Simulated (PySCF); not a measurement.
```xyz
16

C    -2.5761   -0.0446    0.4901
C    -1.4445    0.4831   -0.3751
O    -0.1895    0.3165    0.2240
Si    0.5370   -1.0380    0.7180
S     2.4560   -0.3793    1.3719
C     2.9622    0.6742   -0.0271
H    -3.5325    0.1844    0.0285
H    -2.5355    0.4173    1.4731
H    -2.4857   -1.1218    0.6074
H    -1.5649    1.5587   -0.5419
H    -1.4497   -0.0255   -1.3465
H     0.6761   -1.9806   -0.3929
H    -0.0652   -1.6665    1.8823
H     3.8867    1.1612    0.2643
H     2.1907    1.4131   -0.2157
H     3.1273    0.0566   -0.9042
```

Geometry: GFN2-xTB.

Level of theory: PBE0/pcSseg-1, SCF density, gas phase, non-relativistic (PySCF).

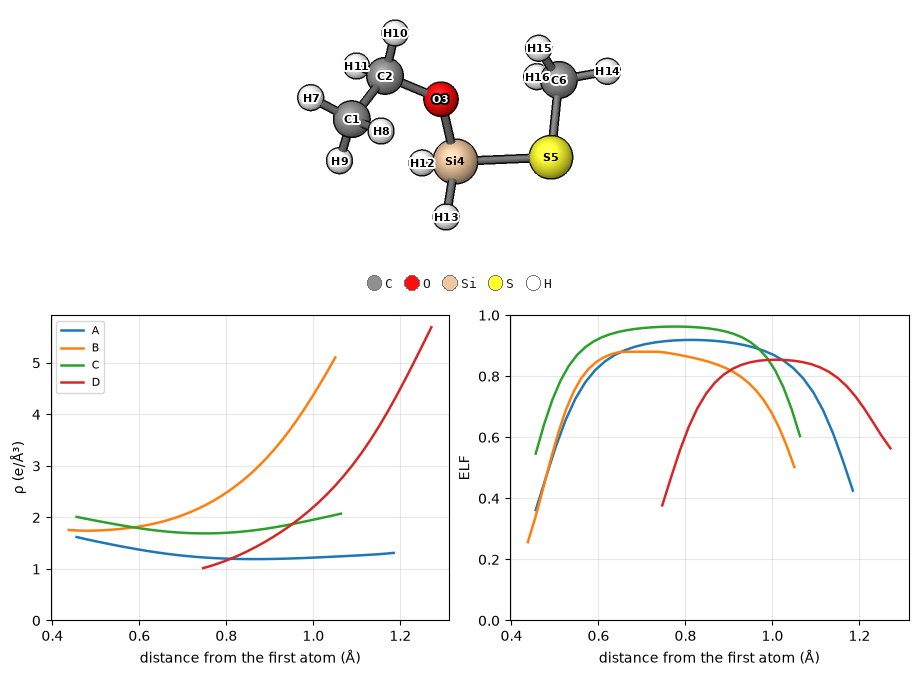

C$_{3}$H$_{10}$OSSi (SMILES CCO[SiH2]SC). Electron density and ELF along straight lines between neighbouring atoms. The curves leave out the atomic cores. The structure is drawn too.

**Which curve belongs to which contact (C–C, C–O, C–S and Si–O)? The first atom named is at distance zero.**

Curve A: C–S (1.82 Å): the density is about 1.2 e/Å³ at the midpoint; the ELF peaks at about 0.90 between the atoms, as expected for a shared electron pair. Curve B: C–O (1.40 Å): ρ at the midpoint is about 2 e/Å³, with its minimum of 1.7 e/Å³ about 0.5 Å from C; the ELF peaks at about 0.90 between the atoms: a polar covalent bond. Curve C: C–C (1.52 Å): the density is about 1.7 e/Å³ at the midpoint; the ELF peaks at about 0.95 between the atoms: a covalent bond. Curve D: Si–O (1.61 Å): the density is about 1.2 e/Å³ at the midpoint; the ELF peaks at about 0.85 between the atoms, as expected for a polar covalent bond.
